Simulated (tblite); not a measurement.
**C4H14Si2: molecular dynamics (part 2 of 2)**

C4H14Si2; GFN2-xTB Langevin dynamics, gas phase (tblite 0.8.0). It belongs to a series of runs on one base structure; here: H on C replaced by nPr.

Geometry of the input (Å):
```
C  -2.8638  0.3619  -0.3868
C  -1.4538  0.6942  0.0877
C  -0.4766  -0.4450  -0.1908
C  0.9349  -0.1780  0.3416
Si 1.9929  -1.7598  0.2221
Si 1.7724  1.3182  -0.4925
H  -3.2329  -0.5342  0.1083
H  -2.8727  0.1861  -1.4606
H  -3.5448  1.1811  -0.1671
H  -1.1081  1.5999  -0.4149
H  -1.4702  0.8970  1.1619
H  -0.8740  -1.3568  0.2676
H  -0.4333  -0.6215  -1.2689
H  0.8428  0.0588  1.4082
H  2.1168  -2.1778  -1.1760
H  1.3445  -2.8359  0.9805
H  3.3211  -1.5161  0.7863
H  1.1889  2.5854  -0.0385
H  1.6142  1.2130  -1.9449
H  3.1966  1.3400  -0.1518
```

**Trajectory as extended XYZ, continued**
```
20
Properties=species:S:1:pos:R:3:forces:R:3 step=21 time_fs=525.0 energy=-519.87931 temperature=579.5
C    -2.6484   -0.7491    0.6543   -1.6029  -1.1876  -0.3799
C    -1.4619   -0.6789    1.5372    0.0464   0.2805   1.3717
C    -0.1864   -0.9632    0.7770    0.7177   0.5529   0.6718
C     0.9775   -0.1255    1.3474    0.7157  -0.7020   0.2446
Si    2.3737   -1.4970    1.7350   -0.7234   0.5922   0.4015
Si    1.4854    1.3099    0.1890    0.0597  -0.0326   0.4138
H    -2.6220   -1.6213   -0.0615    0.2334   0.6828   0.8159
H    -2.6339    0.1336    0.0364   -0.7924   0.3242  -0.0464
H    -3.5602   -0.9406    1.3024    0.6999   0.8362  -1.0880
H    -1.4814    0.1627    2.2715    0.2331   0.8814  -1.5511
H    -1.5786   -1.3687    2.3289    0.0061  -2.0807   0.5990
H     0.0355   -2.0230    1.0182   -0.2644   0.4295  -1.2431
H    -0.2610   -0.6549   -0.2765   -0.3524  -0.9981   0.2556
H     0.5393    0.4238    2.2112    0.8599  -0.6647   0.0437
H     3.2754   -1.0068    2.7414    0.3833   0.3588   0.3852
H     3.2157   -1.9124    0.6119   -0.2594   0.1027  -0.1840
H     1.8278   -2.7483    2.3615   -0.0377   0.4571  -0.3362
H     2.4455    0.9273   -0.8583    0.0895   0.0795   0.2097
H     1.9949    2.3155    1.2006   -0.2329  -0.2646  -0.8419
H     0.2540    1.5927   -0.5916    0.2209   0.3525   0.2585
20
Properties=species:S:1:pos:R:3:forces:R:3 step=23 time_fs=575.0 energy=-520.32357 temperature=619.6
C    -2.8215   -1.2497    0.7398    1.1728  -0.0056   1.5269
C    -1.5999   -0.7220    1.5590   -0.4301  -1.4526   1.0349
C    -0.3148   -0.9844    0.8004    1.9735   0.6045   1.1361
C     0.9450   -0.2951    1.4787   -0.0882   0.1724   2.0877
Si    2.4503   -1.4511    2.0059   -0.6933  -1.1873  -0.1424
Si    1.6664    1.2155    0.5129    0.1120  -0.1738   0.0490
H    -2.8731   -2.3172    0.7830    0.3786  -0.7635  -0.1631
H    -2.7294   -0.9409   -0.2712   -0.1485   0.3813  -0.6698
H    -3.7268   -0.9486    1.2075   -0.7633   0.7321   0.1056
H    -1.7112    0.3104    1.8108   -0.1171   0.9466  -0.4578
H    -1.5526   -1.1767    2.6342   -0.0919   0.0790  -1.8277
H    -0.0518   -2.0321    0.7523   -0.4631  -0.4389  -0.0732
H    -0.3053   -0.5896   -0.2007   -0.5834   0.0237  -0.4477
H     0.6104    0.0577    2.5841    0.4793  -0.3661  -2.1988
H     3.6810   -0.7007    2.2344   -0.0907   0.0838   0.0460
H     2.7553   -2.5515    1.0001   -0.2229   0.7089   0.3374
H     2.1371   -2.2826    3.2518    0.0744   0.6351  -0.6289
H     3.1444    1.1756    0.4027   -0.1912  -0.0010   0.1760
H     1.3309    2.4395    1.2636   -0.0715  -0.0785  -0.2868
H     1.2996    1.1695   -0.9258   -0.2354   0.1001   0.3966
20
Properties=species:S:1:pos:R:3:forces:R:3 step=24 time_fs=600.0 energy=-519.87803 temperature=599.1
C    -2.9136   -1.4885    0.8508    0.1658   0.3886   0.5893
C    -1.6786   -0.7375    1.4189    0.8548   1.1487   0.4658
C    -0.2465   -1.0876    0.8477    0.3876   0.8867   0.8186
C     0.8957   -0.2794    1.5691    1.6164   0.5458  -0.0558
Si    2.4082   -1.4493    2.0613    0.0257   2.3797   1.7181
Si    1.6946    1.2841    0.6047   -1.7940   0.0303   1.1166
H    -2.9214   -2.5153    1.2345    0.0306   0.1563  -0.3695
H    -2.7469   -1.4652   -0.2448   -0.7070  -0.1718   0.6699
H    -3.9287   -1.0291    1.1792    1.8803  -0.4634  -0.7442
H    -1.8391    0.3535    1.1999    0.1990  -0.7614   0.1211
H    -1.5432   -0.7788    2.5576   -0.5590  -0.2957  -1.4386
H     0.0859   -2.0771    1.0598   -0.8023  -1.3070   0.3234
H    -0.0653   -1.0182   -0.2375   -0.7468   0.5367   0.2921
H     0.7052    0.0345    2.6159   -0.8753   0.2331  -0.7484
H     3.6846   -0.6593    2.3385   -0.7070  -0.4201  -0.3326
H     2.5126   -2.3279    1.0217    0.4534  -1.8021  -1.8811
H     2.2081   -2.0857    3.3649   -0.2083  -0.1785  -0.0587
H     3.0749    1.4639    1.0712   -0.2286   0.1183  -0.1498
H     0.7638    2.4999    0.8324    0.7646  -0.6813   0.1469
H     1.5195    1.1858   -0.8230    0.2502  -0.3431  -0.4831
20
Properties=species:S:1:pos:R:3:forces:R:3 step=26 time_fs=650.0 energy=-519.76853 temperature=592.4
C    -2.5114   -1.7691    0.9178   -0.8007   0.5228  -0.4304
C    -1.6574   -0.5725    1.2360    1.2685  -0.4696  -2.6803
C    -0.2138   -1.0630    1.0394    1.0396   0.0628   1.1287
C     0.9012   -0.1185    1.6566    0.9094  -1.4114  -2.1089
Si    2.2907   -1.3916    2.0984    0.9649  -0.3180  -0.0975
Si    1.5616    1.4882    0.7268   -1.4209  -0.7248  -0.1398
H    -2.2912   -2.5436    1.6495   -0.8328  -0.0467  -0.2569
H    -2.3855   -2.1052   -0.0955    0.8240  -0.5702  -0.3563
H    -3.4909   -1.3249    0.8090   -0.9435  -0.7586   1.0635
H    -1.9584    0.2063    0.4434    0.7998  -0.4874   1.6581
H    -1.7767   -0.3529    2.2530   -0.4192   1.0648   1.0940
H    -0.0470   -2.0674    1.5757   -0.8114   1.2155  -0.5009
H    -0.0570   -1.3292    0.0019    0.2749   0.4062  -0.3107
H     0.5052    0.4041    2.4679   -0.8120   0.0054   1.7470
H     3.4026   -0.6894    2.8083   -0.3821  -0.1969  -0.1349
H     2.9712   -1.9747    0.8117   -0.7252   0.4834   0.9371
H     1.9310   -2.6433    2.9448    0.0517   1.0234  -0.5994
H     1.5218    2.4172    1.9364    0.2501  -0.1712  -1.0132
H     0.4358    1.6936   -0.3297    0.9310   0.2005   0.7811
H     2.8406    1.3151    0.0210   -0.1660   0.1699   0.2196
20
Properties=species:S:1:pos:R:3:forces:R:3 step=28 time_fs=700.0 energy=-519.89389 temperature=509.1
C    -2.5212   -1.8660    0.6773    2.4840   1.6074  -1.5311
C    -1.5281   -0.5714    0.8874   -1.9553  -1.8611   2.5142
C    -0.1056   -1.0240    1.2251   -1.7312  -3.2843  -1.5304
C     0.9237   -0.1532    1.7717    1.8194   1.7090   0.3527
Si    2.5275   -1.2104    2.0372    0.5726   0.0185   0.0172
Si    1.3068    1.4514    0.7452   -0.6591  -1.0182   1.1470
H    -2.0873   -2.4249    1.4455   -0.7559  -1.2655   1.4925
H    -2.3504   -2.4937   -0.2263    0.0894   0.9232   0.1749
H    -3.5464   -1.5618    0.6812   -0.2216  -0.0535   0.4975
H    -1.4983    0.0619    0.0561   -0.2970   1.1176  -0.8259
H    -1.9939   -0.1672    1.8329    0.3855   0.4519  -1.1470
H    -0.1376   -1.9230    1.9430   -0.4090   0.8411  -0.9909
H     0.0902   -1.4422    0.1917    1.1090   0.0414   1.0075
H     0.6315    0.1974    2.7736   -0.0844  -0.1457  -0.1031
H     3.2348   -0.7616    3.2549   -0.2344  -0.0126  -0.0725
H     3.6676   -1.2323    1.0408   -0.7963   0.1078   0.2032
H     2.0807   -2.6064    2.2077    0.1248   0.1463  -0.0034
H     0.1906    2.3655    0.8932   -0.1336   0.2974  -0.0695
H     1.3405    0.8655   -0.5478    0.2655   0.0208  -1.0611
H     2.5060    1.9610    1.3531    0.4276   0.3587  -0.0717
20
Properties=species:S:1:pos:R:3:forces:R:3 step=30 time_fs=750.0 energy=-519.32406 temperature=401.2
C    -2.4627   -1.6098    0.4927   -1.0797  -1.2804  -1.0809
C    -1.4065   -0.6338    0.8764    0.7976   0.0057  -1.8684
C    -0.0875   -1.1772    1.3553    0.7786   1.9489   0.4837
C     0.9857   -0.1087    1.8787   -1.1651  -0.7728  -0.2950
Si    2.6536   -0.9350    2.0899    0.4047  -0.5392   1.4500
Si    1.1938    1.4551    0.8677   -1.6966   0.0512   0.7070
H    -2.6365   -2.6415    0.9973    0.3278   2.1536  -0.2742
H    -2.1522   -1.8317   -0.5411   -0.7814  -0.5595   0.1093
H    -3.3471   -0.9168    0.4561    0.1192  -1.5898   0.0139
H    -1.5410    0.0831    0.0168    1.5693  -0.4822   0.3920
H    -1.6912   -0.0691    1.6408   -1.7189   2.4695   3.6854
H    -0.2947   -1.7471    2.2268   -0.3727  -0.7931   0.7443
H     0.2771   -1.8251    0.6265    1.1133  -0.9451  -1.2803
H     0.7053    0.2025    2.9060   -0.3207  -0.0402  -0.6284
H     2.9594   -0.9585    3.6223   -0.2470  -0.1995  -1.1936
H     3.9034   -0.4972    1.5220    0.2974   0.4202  -0.2514
H     2.2984   -2.1221    1.3450    0.4512  -0.7774   0.0518
H    -0.1351    1.9763    0.5557   -0.1345   0.1046  -0.1743
H     1.9261    1.4659   -0.3221    0.9257  -0.1507  -1.1310
H     1.6242    2.2773    1.9375    0.7320   0.9762   0.5400
20
Properties=species:S:1:pos:R:3:forces:R:3 step=31 time_fs=775.0 energy=-519.94850 temperature=596.8
C    -2.4818   -1.4578    0.5420   -0.5074  -3.0496   2.5703
C    -1.3963   -0.6080    1.0643   -0.0151   3.4015   1.0271
C    -0.0446   -1.2415    1.4230    0.1451   2.6963  -1.2664
C     0.9105   -0.1073    1.9988   -0.6755  -0.6240  -0.1435
Si    2.6545   -0.8476    2.2202    0.7807   0.2061   1.1178
Si    1.1562    1.5318    0.9845    0.6485  -0.9255  -0.8754
H    -2.7629   -2.2161    1.4234    0.1367   1.3581  -1.5358
H    -2.0260   -2.1382   -0.1679   -0.6069   0.2511  -0.7601
H    -3.3902   -0.9225    0.2892    0.3103  -0.2132  -0.4028
H    -1.3378    0.2963    0.3529    0.8657  -1.5142   0.2182
H    -1.6934    0.0011    1.9403   -0.4689  -0.6755   0.3344
H    -0.0116   -2.0864    2.0667   -0.6022  -0.4399   0.6322
H     0.2612   -1.5469    0.4432    1.0889  -0.4763  -0.5128
H     0.4896    0.1807    2.9963    0.3207  -0.2998  -0.5989
H     2.7879   -1.4345    3.5931   -0.1586   0.3764  -0.1843
H     3.4950    0.3792    2.0553    0.0591  -0.6163   0.1475
H     3.2706   -1.9933    1.5355   -0.3481   0.2164  -0.5070
H    -0.0225    2.1244    0.3857   -0.2821   0.1198  -0.0063
H     2.0702    1.0635   -0.1583   -0.6002   0.3730   0.5318
H     1.8806    2.6153    1.6543   -0.0909  -0.1645   0.2141
20
Properties=species:S:1:pos:R:3:forces:R:3 step=33 time_fs=825.0 energy=-519.59974 temperature=606.9
C    -2.4869   -1.6999    0.8608    0.7211   1.0650   1.6056
C    -1.3971   -0.6784    1.5500   -2.1941  -2.7522   2.1024
C     0.0524   -1.1202    1.4512   -0.2407  -1.5804  -1.5889
C     0.8662   -0.0411    2.1117    2.7388  -0.0144  -2.0228
Si    2.6421   -0.5661    2.6817   -1.4003  -1.0562   0.3190
Si    1.0331    1.4634    0.9142   -3.2044  -1.1309   1.4477
H    -3.3277   -1.9641    1.5260    1.1343  -0.7264   0.4991
H    -1.9154   -2.5194    0.4227   -0.6972   0.0715   0.1773
H    -3.1158   -1.1677    0.1715    0.6526   0.4055  -1.1618
H    -1.7430    0.2293    1.1249    0.7414   1.0145  -0.0075
H    -1.4895   -0.6549    2.7532   -0.7732   0.1015  -2.4719
H     0.1738   -2.1151    2.0251   -0.2366   1.2301  -0.9374
H     0.2889   -1.3324    0.3284    0.0550   0.3673   1.8086
H     0.3095    0.2197    2.9420   -0.7576   0.8665   1.8010
H     2.3516   -1.3735    3.9054    0.3074   0.2498  -0.2286
H     3.5466    0.5094    2.9491    0.3205   0.5035   0.1334
H     3.1978   -1.4827    1.7016    0.1642  -0.0464  -0.2043
H    -0.4093    1.9295    1.1386    0.9060   0.4082  -0.3766
H     1.0887    1.0405   -0.4164    0.3033  -0.4244  -1.4435
H     1.9731    2.3934    1.2946    1.4592   1.4478   0.5491
20
Properties=species:S:1:pos:R:3:forces:R:3 step=35 time_fs=875.0 energy=-519.68169 temperature=654.1
C    -2.2494   -2.0942    1.1952    2.2832  -2.4647  -1.9495
C    -1.5294   -0.9703    1.7575    0.1031   3.5615   0.8920
C    -0.0358   -1.1431    1.9274    0.9684   1.6537  -2.9275
C     0.8981    0.1156    2.2155   -2.4407   0.0866  -0.7384
Si    2.5277   -0.4928    2.8820    0.9702   1.3445  -0.0909
Si    0.9514    1.4433    0.7474   -1.5503   0.0763   1.8948
H    -3.2555   -2.1171    1.3788   -2.4687   0.3687   0.2138
H    -1.8192   -2.8884    1.8057   -0.1897  -1.0298  -0.5999
H    -2.0539   -2.2675    0.0990   -0.1292   0.0082   1.0283
H    -1.7276   -0.0153    1.1686    0.0286  -0.7818   1.0829
H    -1.9038   -1.0006    2.7856   -0.2771   1.3412   0.1122
H     0.0785   -1.9333    2.5841    0.6915  -1.3435   1.5531
H     0.3122   -1.4756    0.9438    0.2410  -0.4488  -0.1149
H     0.2876    0.7040    2.9159    0.5904  -0.2208   0.5120
H     2.1364   -1.6019    3.7272    0.3780  -0.5076   0.0228
H     3.1398    0.5404    3.8031   -0.2013  -0.4860  -0.4090
H     3.4132   -0.4567    1.6329   -0.3276  -0.5222   0.8705
H    -0.2796    2.3496    1.3019    1.0689  -0.6948  -0.9889
H     0.6880    0.8085   -0.5380    0.1284   0.1556  -0.0632
H     2.1041    2.3066    0.9675    0.1328  -0.0961  -0.3001
20
Properties=species:S:1:pos:R:3:forces:R:3 step=37 time_fs=925.0 energy=-519.91508 temperature=584.8
C    -2.1203   -2.4354    1.3832   -1.3323   1.2725  -0.5562
C    -1.5973   -0.9463    1.6748   -0.3147  -2.1335  -1.1963
C    -0.1491   -1.1743    1.9633   -0.0774  -0.0549   3.5677
C     0.6518    0.0537    2.2819    2.1788   0.2458   0.7571
Si    2.4974   -0.5290    2.9093   -0.2530  -0.1583  -0.6427
Si    0.9069    1.0331    0.6904   -1.0125   2.7403  -0.0914
H    -3.1926   -2.3849    0.9768    1.6210  -0.2109   0.3158
H    -2.1327   -3.1401    2.2101   -0.1050   0.6594   0.5948
H    -1.4239   -2.9360    0.7008   -0.5185   0.4971  -0.3849
H    -1.6403   -0.3249    0.7757   -0.3119  -0.2965  -0.2024
H    -2.1373   -0.4060    2.4201   -0.3425  -0.1086   0.7531
H    -0.0589   -1.8291    2.8948   -0.3144   0.2802  -0.9618
H     0.2536   -1.7015    1.1728    1.0384  -1.0350  -1.6040
H     0.2494    0.5435    3.1985    0.0085   0.1108  -0.9361
H     2.1757   -1.5633    3.9597    0.2608   0.2509  -0.6126
H     3.3916    0.4180    3.6001   -0.3682   0.1261  -0.0571
H     3.3946   -0.8801    1.6748   -0.9098  -0.0358   0.9770
H    -0.0651    2.3721    0.6059    0.8699  -1.4121   0.2405
H     0.5986    0.3761   -0.5487   -0.2423  -0.6116  -0.3242
H     2.2106    1.6330    0.3855    0.1253  -0.1259   0.3637
20
Properties=species:S:1:pos:R:3:forces:R:3 step=38 time_fs=950.0 energy=-519.86171 temperature=619.4
C    -2.1476   -2.4823    1.2364    3.6767   0.0472   1.4656
C    -1.4317   -1.0408    1.5232   -1.7821  -2.8949   3.5066
C    -0.0378   -1.2397    2.1896   -1.3449  -3.4351  -0.3253
C     0.7514   -0.0135    2.3060   -0.0586   1.8726   0.6749
Si    2.4140   -0.5298    2.8660    2.5108  -0.1416  -0.3560
Si    0.7577    0.9761    0.6293    0.5714  -0.6395   0.8304
H    -3.0618   -2.4314    0.8052   -2.7539   0.7634  -1.0534
H    -2.2358   -3.1046    2.1573    0.0928   0.8501  -0.3250
H    -1.5706   -3.1531    0.5567    0.1806   0.8790   0.3277
H    -1.4068   -0.4549    0.6714    0.0683   0.7335  -1.4727
H    -2.1073   -0.4992    2.3137    1.0011  -0.8445  -1.3460
H    -0.1400   -1.9238    3.1618   -0.0945   1.7660  -1.3996
H     0.5583   -1.9737    1.5458   -0.7137   0.8192   0.2508
H     0.4603    0.6504    3.1619   -0.7292  -0.2790  -0.8228
H     2.4942   -1.6243    3.8567   -0.0741   0.3266  -0.1241
H     3.1317    0.7219    3.3374   -0.2268  -0.7871  -0.1912
H     2.9407   -1.0538    1.5428    0.2278   0.0975   0.7455
H    -0.3119    1.8769    0.8581   -0.7400   0.9677  -0.0557
H     0.3210    0.0903   -0.4459    0.3955   0.0126  -0.2332
H     2.0518    1.6445    0.4321   -0.2074  -0.1138  -0.0964
20
Properties=species:S:1:pos:R:3:forces:R:3 step=40 time_fs=1000.0 energy=-519.80249 temperature=638.9
C    -2.1428   -2.6966    1.1398   -0.5891  -0.3008  -2.0901
C    -1.4597   -1.3904    1.3279    2.4968   1.7765  -2.1404
C    -0.0593   -1.4683    2.0731    0.1945   0.8205  -1.5493
C     0.8114   -0.1346    2.2336   -1.1613  -0.4389  -1.7022
Si    2.5514   -0.4868    2.8729   -0.1150  -1.3867  -0.3790
Si    0.8111    0.7822    0.5671    0.3142   1.0832  -0.4830
H    -3.0064   -2.6164    0.4644   -0.4457   0.7356   0.5027
H    -2.4863   -2.9678    2.0900   -0.2845  -1.3151   1.0589
H    -1.6305   -3.4276    0.5051    0.8523  -0.1605   1.1309
H    -1.2019   -0.9593    0.2516   -0.7448  -0.5034   1.9524
H    -2.1519   -0.7075    1.8474    0.5676  -0.0581  -0.2337
H    -0.2731   -1.7432    3.0224   -1.0649  -0.6160   3.4911
H     0.5421   -2.3626    1.7987   -0.1227   0.8815  -1.0037
H     0.2109    0.6324    2.7561    0.4149  -0.8136   0.7658
H     2.1972   -1.0714    4.1846    0.4882  -0.0370  -0.0410
H     3.3760    0.6892    2.9465    0.2048   0.3678   0.0980
H     3.3036   -1.5151    1.9205   -0.7452   0.8898   0.9254
H    -0.4924    1.5030    0.6463    0.3504  -0.0365  -0.3510
H     0.8417   -0.1769   -0.5170    0.1156  -0.0591  -0.2978
H     1.8949    1.8515    0.2964   -0.7262  -0.8293   0.3459
```

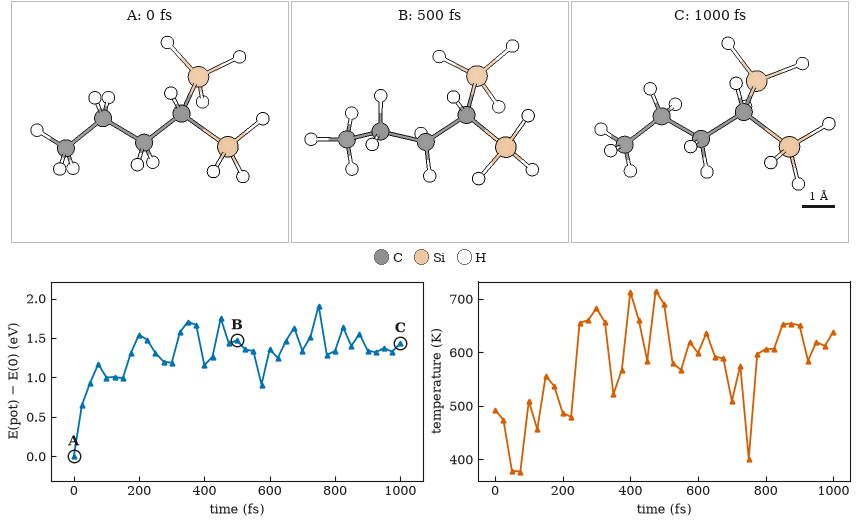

Fig. 1: Frames of the molecular dynamics (ball-and-stick, seen at a tilt) above the curves, on which the letters mark them. The trajectory kept here has 41 frames over 1000 fs. The temperature starts at 493 K, ranges from 378 to 716 K and averages 599 K over the second half. The potential energy ends 1.432 eV above its first value. After an unweighted best fit of the last frame on the first, the root-mean-square displacement is 1.25 Å, and H17 has moved furthest (2.63 Å).

**Summary**

```json
{"quantity": "outcome", "value": "finished"}
{"quantity": "mean temperature over the second half", "value": "599 K"}
{"quantity": "trajectory", "value": "41 frames kept, 1000 fs"}
{"quantity": "wall time", "value": "46 s"}
{"quantity": "peak memory", "value": "0.18 GiB"}
```
